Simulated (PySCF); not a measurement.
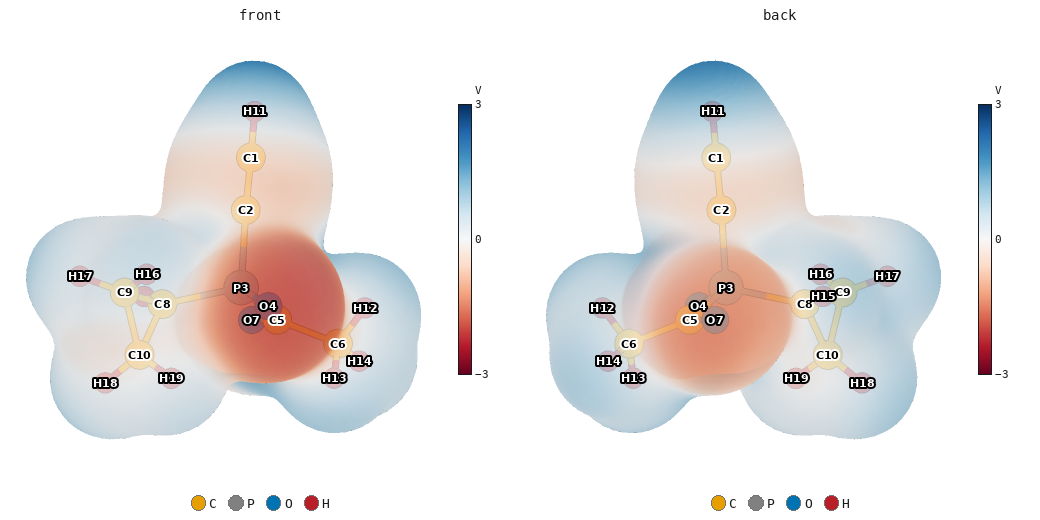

The picture shows: C$_{7}$H$_{9}$O$_{2}$P. The electrostatic potential painted on the density surface at 0.002 e/bohr³, seen from the front and from behind; the colour scale runs from red (negative) to blue (positive).

Geometry: GFN2-xTB.

These are results of PBE0/pcSseg-1, SCF density, gas phase, non-relativistic in PySCF, not measurements.

```xyz
19

C    -1.0611    0.8852   -2.9122
C    -0.6138    0.6876   -1.8147
P     0.0855    0.4643   -0.1976
O     0.3255    1.7041    0.5484
C     1.6366   -0.5187   -0.6066
C     2.8722    0.3021   -0.4810
O     1.5730   -1.6741   -0.9229
C    -1.0274   -0.7352    0.5875
C    -2.2522   -0.1503    1.2305
C    -1.1309   -0.6381    2.0811
H    -1.4655    1.0437   -3.8704
H     2.7682    1.1803   -1.1195
H     2.9335    0.6670    0.5449
H     3.7641   -0.2625   -0.7419
H    -1.0821   -1.7027    0.1083
H    -2.3899    0.9193    1.1526
H    -3.1694   -0.7187    1.1906
H    -1.2546   -1.5516    2.6429
H    -0.5214    0.1076    2.5725
```

> Describe the electrostatic potential map.

The most negative region (about −2.0 V, or −46 kcal/mol for a unit charge) lies over O4, the most positive (about +1.9 V, or +44 kcal/mol for a unit charge) over H11. O4 is the likeliest acceptor of a hydrogen bond.
